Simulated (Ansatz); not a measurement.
# One shape, several levels: SiH2F2 (SiF2H2)

We compute a comparison of 5 runs (HF/STO-3G, CAM-B3LYP/STO-3G, r2SCAN0/STO-3G, BCCD(T)/STO-3G, FCI/STO-3G) of SiH2F2 (SiF2H2). 

Program for the calculation: Ansatz 0.2.0.

54 further runs of the same task are left out: 4 that didn't finish, 50 set aside as unsound or not needed.

## Step 1: Starting point

SiH2F2 has 5 atoms, charge 0, and is taken as a singlet. As SMILES, `[H][Si]([H])(F)F`. The F2–Si1 distance was set to 3.188 Å, away from the relaxed value. At this shape a bond of the SMILES string is far longer than usual.

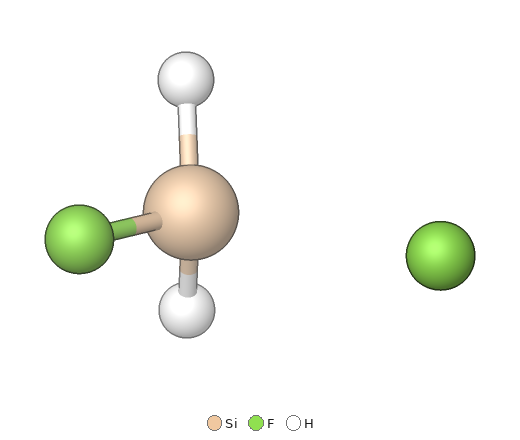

Viewed from a chosen angle; silicon light orange, fluorine green, hydrogen white.

## Step 2: A single-point energy at HF/STO-3G (run 1)

input.yaml

```yaml
crystal:
  periodic: [false, false, false]
  atoms:
    - {symbol: Si, position_ang: [-0.191962, 0.019960, -1.655108]}
    - {symbol: F, position_ang: [0.009240, -0.018840, 1.526500]}
    - {symbol: F, position_ang: [1.335418, 0.030030, -2.110558]}
    - {symbol: H, position_ang: [-0.780742, 1.277200, -2.046358]}
    - {symbol: H, position_ang: [-0.774342, -1.230750, -2.077738]}
basis:
  gaussian:
    orbitals: STO-3G
hamiltonian:
  xc: hf
accuracy: high
```

Run with:

```
$ ansatz run input.yaml --threads 1 --pin off --max-ram 2610MiB --events-out events.jsonl --progress --plain --runs-dir runs
```

Log:

```text
Warning: RAYON_NUM_THREADS=1 ignored (pool sized by the plan → 1); use --threads N
Functional definition: HF
  name "HF"
  exchange = exact_x
  correlation = 0
352 factors; integrals over basis functions are off by at most 3.3e-8 eV
mean field evaluation 1: about -13123.4624 eV, gradient 2.1e1 eV
mean field evaluation 2: about -13123.4777 eV, gradient 2.1e1 eV
mean field evaluation 4: about -13126.8355 eV, gradient 1.2e1 eV
mean field evaluation 8: about -13129.7813 eV, gradient 6.4e0 eV
mean field evaluation 16: about -13130.1101 eV, gradient 3.4e-5 eV
mean field -13130.11005278 eV, -482.5226445314 hartree, gradient 4.3e-8 eV, S^2 0.000000; 0 other end points of the search recorded, 0 dependent functions left out
reference -13130.11005278 eV, -482.5226445314 hartree; 17, 17 occupied and 4, 4 virtual orbitals, 352 factors
Total energy: -13130.11005278 eV, -482.5226445314 hartree
```

It took 0.12 s on 1 thread of Arm Neoverse V1, shared host.

## Step 3: A single-point energy at CAM-B3LYP/STO-3G (run 2)

in.yaml

```yaml
crystal:
  periodic: [false, false, false]
  atoms:
    - {symbol: Si, position_ang: [-0.191962, 0.019960, -1.655108]}
    - {symbol: F, position_ang: [0.009240, -0.018840, 1.526500]}
    - {symbol: F, position_ang: [1.335418, 0.030030, -2.110558]}
    - {symbol: H, position_ang: [-0.780742, 1.277200, -2.046358]}
    - {symbol: H, position_ang: [-0.774342, -1.230750, -2.077738]}
basis:
  gaussian: {orbitals: STO-3G}
hamiltonian: {xc: {name: CAM-B3LYP}}
accuracy: high
```

Run with:

```
$ ansatz run in.yaml --threads 1 --pin off --max-ram 2610MiB --events-out events.jsonl --progress --plain --runs-dir runs
```

Log:

```text
Warning: RAYON_NUM_THREADS=1 ignored (pool sized by the plan → 1); use --threads N
Functional definition: CAM-B3LYP
  name "CAM-B3LYP"
  parameter alpha = 0.19
  parameter beta = 0.46
  parameter omega = 0.33/bohr
  parameter ac = 0.81
  exchange = (1 - alpha - beta)*b88_x + beta*b88_x_sr(omega) + alpha*exact_x + beta*exact_x_lr(omega)
  correlation = (1 - ac)*vwn5_c + ac*lyp_c
352 factors; integrals over basis functions are off by at most 3.3e-8 eV
158 factors; integrals over basis functions are off by at most 1.0e-9 eV
mean field evaluation 1: about -13154.4410 eV, gradient 2.3e1 eV
mean field evaluation 2: about -12792.1073 eV, gradient 3.6e1 eV
mean field evaluation 4: about -13155.3292 eV, gradient 1.5e1 eV
mean field evaluation 8: about -13156.2538 eV, gradient 1.2e1 eV
mean field evaluation 16: about -13164.0161 eV, gradient 3.5e-7 eV
mean field -13164.01613684 eV, -483.7686701381 hartree, gradient 2.3e-8 eV, S^2 0.000000; 2 other end points of the search recorded, 0 dependent functions left out
reference -13164.01614833 eV, -483.7686705604 hartree; 17, 17 occupied and 4, 4 virtual orbitals, 352 factors
Total energy: -13164.01614833 eV, -483.7686705604 hartree
```

Wall time 1.8 s (1 thread of Arm Neoverse V1, shared host); peak memory 0.099 GiB.

Run 3 isn't shown in full; the table further down has it.

## Step 4: A single-point energy at BCCD(T)/STO-3G (run 4)

job.yaml

```yaml
crystal:
  periodic: [false, false, false]
  atoms:
    - {symbol: Si, position_ang: [-0.191962, 0.019960, -1.655108]}
    - {symbol: F, position_ang: [0.009240, -0.018840, 1.526500]}
    - {symbol: F, position_ang: [1.335418, 0.030030, -2.110558]}
    - {symbol: H, position_ang: [-0.780742, 1.277200, -2.046358]}
    - {symbol: H, position_ang: [-0.774342, -1.230750, -2.077738]}
basis:
  gaussian: {orbitals: STO-3G}
correlation: {method: bccd_t, frozen_orbitals: {F: 1, H: 0, Si: 5}}
accuracy: high
scf: {omitted_lower_state_checks: [cluster_reference, increment]}
```

Run with:

```
$ ansatz run job.yaml --threads 1 --pin off --max-ram 2610MiB --events-out events.jsonl --progress --plain --runs-dir runs
```

Log, cut to the lines that bear on the results:

```text
Warning: RAYON_NUM_THREADS=1 ignored (pool sized by the plan → 1); use --threads N
[... 2 set-up lines as earlier in the session ...]
[...]
352 factors; integrals over basis functions are off by at most 3.3e-8 eV
[...]
mean field -13130.11005278 eV, -482.5226445314 hartree, gradient 4.3e-8 eV, S^2 0.000000; 1 other end points of the search recorded, 0 dependent functions left out; unrestricted orbitals would lower it
7 core orbitals not correlated: weight in the atoms' cores, before any rotation towards them, 1.000 or more for the frozen orbitals, at most 0.000 for the correlated occupied ones
reference -13130.11005278 eV, -482.5226445314 hartree; 10, 10 occupied and 4, 4 virtual orbitals, 352 factors
second order -5.24979632 eV of doubles, -0.00000000 eV of singles
cycle   1  -3.62430292 eV  change    -1.4e0 eV  update   1.6e-1
[...]
cycle  36  -7.31464994 eV  change   -2.3e-9 eV  update  6.7e-10
perturbative correction -0.34052831 eV, -0.0125141846 hartree
WARN: these amplitudes may be one of several solutions (largest doubles amplitude 0.81, level shift 14.04 eV)
Total energy: -13137.76523103 eV, -482.8039671432 hartree
Checks for a lower state left out: cluster_reference, increment
```

Wall time 0.3 s (1 thread of Arm Neoverse V1, shared host).

## Step 5: A single-point energy at FCI/STO-3G (run 5)

molecule.yaml

```yaml
crystal:
  periodic: [false, false, false]
  atoms:
    - {symbol: Si, position_ang: [-0.191962, 0.019960, -1.655108]}
    - {symbol: F, position_ang: [0.009240, -0.018840, 1.526500]}
    - {symbol: F, position_ang: [1.335418, 0.030030, -2.110558]}
    - {symbol: H, position_ang: [-0.780742, 1.277200, -2.046358]}
    - {symbol: H, position_ang: [-0.774342, -1.230750, -2.077738]}
basis:
  gaussian: {orbitals: STO-3G}
accuracy: high
correlation: {method: fci, frozen_orbitals: {F: 1, H: 0, Si: 5}}
```

Run with:

```
$ ansatz run molecule.yaml --threads 1 --pin off --max-ram 2610MiB --events-out events.jsonl --progress --plain --runs-dir runs
```

Log, cut to the lines that bear on the results:

```text
Warning: RAYON_NUM_THREADS=1 ignored (pool sized by the plan → 1); use --threads N
[... 2 set-up lines as earlier in the session ...]
[...]
352 factors; integrals over basis functions are off by at most 3.3e-8 eV
[...]
mean field -13130.11005278 eV, -482.5226445314 hartree, gradient 4.3e-8 eV, S^2 0.000000; 1 other end points of the search recorded, 0 dependent functions left out; unrestricted orbitals would lower it
unrestricted determinant -13135.87872613 eV, -482.7346393669 hartree, S^2 0.9944
7 core orbitals not correlated: weight in the atoms' cores, before any rotation towards them, 1.000 or more for the frozen orbitals, at most 0.000 for the correlated occupied ones
reference -13130.11005278 eV, -482.5226445314 hartree; 10, 10 occupied and 4, 4 virtual orbitals, 352 factors
state -13137.72249071 eV, -482.8023964655 hartree
Total energy: -13137.72249071 eV, -482.8023964655 hartree
```

It took 6.3 s on 1 thread of Arm Neoverse V1, shared host; peak memory 0.14 GiB.

## Step 6: All runs side by side

| run | level | frozen core orbitals | energy (Eh) | wall time |
| --- | --- | --- | --- | --- |
| 1 | HF/STO-3G | – | -482.522645 | 0.12 s |
| 2 | CAM-B3LYP/STO-3G | – | -483.768671 | 1.8 s |
| 3 | r2SCAN0/STO-3G | – | -483.798663 | 3.3 s |
| 4 | BCCD(T)/STO-3G | 7 | -482.803967 | 0.3 s |
| 5 | FCI/STO-3G | 7 | -482.802396 | 6.3 s |

## Step 7: Outcome

| quantity | value |
| --- | --- |
| run 5: total energy | -482.80240 Eh |
| run 5: correlation energy (7 core orbitals frozen) | -279.8 mEh |

What this shows: Against full CI in this basis: HF +279.8 mEh; BCCD(T) -1.6 mEh. Totals of different functionals can't be ranked against each other. In run 4 the log says that unrestricted orbitals would lower the reference, so the values rest on an unstable closed-shell determinant (other closed-shell runs at this shape may share the fault). In runs 1, 2, 3, 4, 5 the basis is minimal, so the values are rough. In runs 1, 2, 3 a closed-shell determinant meets a far-stretched bond, which it describes badly. All runs together took 12 s, the longest 6.3 s.
